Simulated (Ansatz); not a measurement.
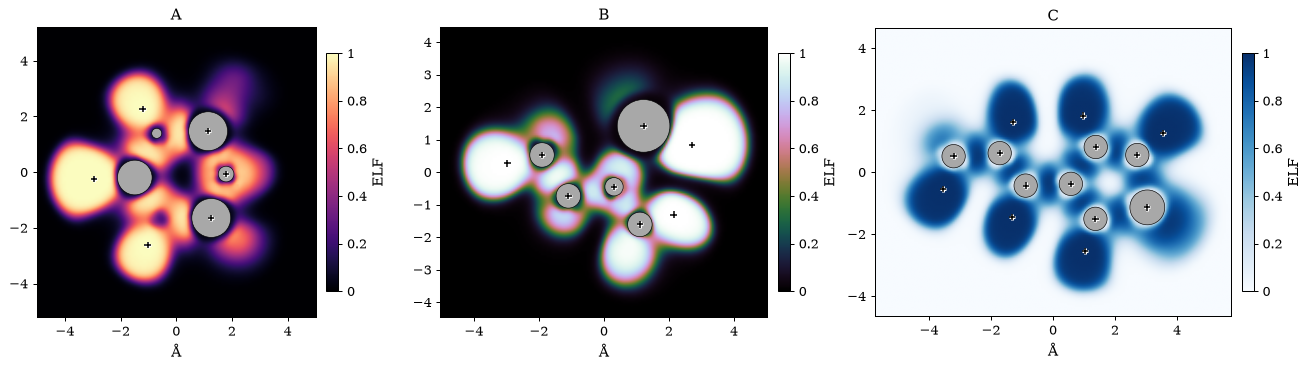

The electron localisation function of 3 systems, each on a plane through atoms (crosses mark nuclei in the plane; grey discs cover the cores).

Method: isolated molecule in a Gaussian basis; Kohn-Sham density functional theory, functional PBE0 (Ansatz).

System 1: C₇H₈S (SMILES C/C=C/c1ccsc1), the plane of atoms C4, C7 and H16. Geometry: PBE0-D3(BJ)/def2-SVP.

```yaml
atoms:
  - { symbol: C, position_ang: [1.1399, -0.1063, -4.2268] }
  - { symbol: C, position_ang: [0.3973, -0.0816, -2.9350] }
  - { symbol: C, position_ang: [0.8309, 0.5126, -1.8131] }
  - { symbol: C, position_ang: [0.1336, 0.5580, -0.5320] }
  - { symbol: C, position_ang: [-1.1463, -0.0221, -0.2417] }
  - { symbol: C, position_ang: [-1.5460, 0.1824, 1.0481] }
  - { symbol: C, position_ang: [0.6524, 1.1884, 0.5797] }
  - { symbol: S, position_ang: [-0.3835, 1.0811, 1.9410] }
  - { symbol: H, position_ang: [2.1002, 0.4252, -4.1541] }
  - { symbol: H, position_ang: [1.3453, -1.1408, -4.5508] }
  - { symbol: H, position_ang: [0.5516, 0.3599, -5.0356] }
  - { symbol: H, position_ang: [-0.5729, -0.5931, -2.9235] }
  - { symbol: H, position_ang: [1.8025, 1.0203, -1.8361] }
  - { symbol: H, position_ang: [-1.7468, -0.5710, -0.9677] }
  - { symbol: H, position_ang: [-2.4675, -0.1486, 1.5251] }
  - { symbol: H, position_ang: [1.6045, 1.7129, 0.6536] }
```

System 2: C₃H₉AlF₂O (SMILES C[C@H](F)[O+]([AlH3-])CF), the plane of atoms O7, Al4 and H12. Geometry: B3LYP-D3(BJ)/def2-SVP.

```xyz
16

C     1.5071   -1.6161   -2.1195
C     1.8683   -0.3576   -1.3844
C     0.9209    1.5416   -0.2903
Al   -1.1609   -0.6613   -0.5312
F     2.7921   -0.6105   -0.4069
F     0.8879    2.3813   -1.3577
O     0.7180    0.2104   -0.7396
H     1.1076   -2.3630   -1.4188
H     0.7572   -1.4076   -2.8946
H     2.4148   -2.0167   -2.5920
H     2.2852    0.4203   -2.0436
H    -1.7312    0.5198    0.3789
H    -1.6287   -0.7244   -2.0540
H    -0.7761   -2.0351    0.1792
H     0.0932    1.7634    0.3943
H     1.9062    1.6069    0.1949
```

System 3: C₂H₁₁NOSi₃, the plane of atoms Si5, O4 and Si7. Geometry: r2SCAN-D4/def2-SVP.

```xyz
18

C    -1.2334    0.7909    1.1562
C     0.6822   -0.6803   -0.7264
N    -3.8877    0.5969   -0.0510
O    -1.7005    0.6141   -1.7075
Si   -2.3169    1.2644   -0.3007
Si    0.5787    0.5814    0.6740
Si   -0.3152   -0.1468   -2.2285
H    -4.2642    0.5639    0.8913
H    -4.6294    0.7731   -0.7228
H    -2.2879    2.7463   -0.5021
H    -1.5913   -0.1754    1.5591
H    -1.3226    1.5365    1.9663
H     1.1236    1.8934    0.1970
H     1.3983    0.1477    1.8498
H     1.7354   -0.8466   -1.0154
H     0.2962   -1.6460   -0.3507
H    -0.6998   -1.3114   -3.0797
H     0.4935    0.8022   -3.0522
```

Match each panel to its system.

Panel A is system 3, C₂H₁₁NOSi₃: the plane holds O, Si and H. Si–O (1.66 Å): the ELF peaks at about 0.85 between the atoms (a shared but strongly polarised pair). Panel B is system 2, C₃H₉AlF₂O: the plane holds C, Al, O and H. C–O (1.42 Å): the ELF peaks at about 0.90 between the atoms; a shared but strongly polarised pair. Panel C is system 1, C₇H₈S: the plane holds C, S and H. C–C (1.34 Å): the ELF peaks at about 0.90 between the atoms (a short, multiple covalent bond).
